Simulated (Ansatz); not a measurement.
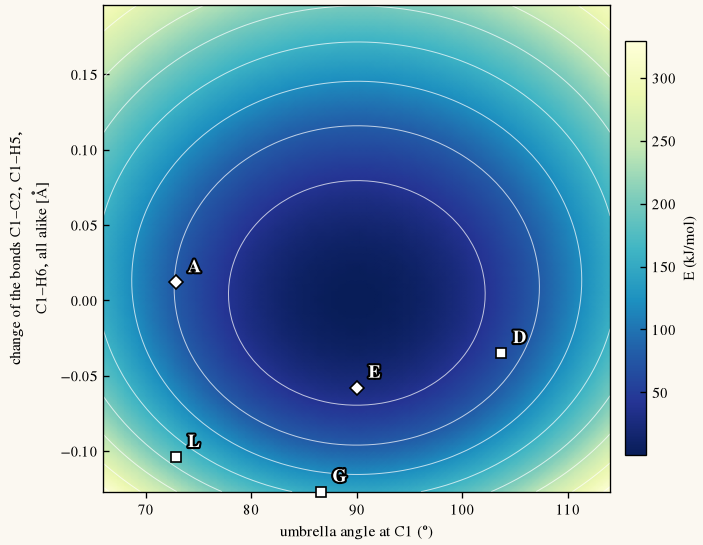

C₂H₃BrSi, SMILES C=C=[SiH]Br. 
- First axis: umbrella angle at C1 (between each of its bonds and their common axis; 90 is planar). Second axis: change of the bonds C1–C2, C1–H5, C1–H6, all alike.
- Nothing is relaxed (all other coordinates rigid).
- Grid: 15 × 15 points.
- Points are written as (first, second).
- Energies are in kJ/mol, from the relaxed molecule at the same level.
- Level of theory: Ansatz, RHF/def2-TZVP.

Drawn: a smooth colour map with a few white contour lines, lettered points. Between grid points the surface is interpolated.

Q: Is L the lowest point of the computed grid?

A: No. L lies 184 kJ/mol above the lowest grid point, which is at (90.0°, 0.012 Å).

Q: What kind of point is each of A, D, E, L: minimum, saddle, maximum or slope?

A: A: on a slope; D: on a slope; E: on a slope; L: on a slope. (In these two coordinates alone; a stationary point may lie a little off the grid point.)
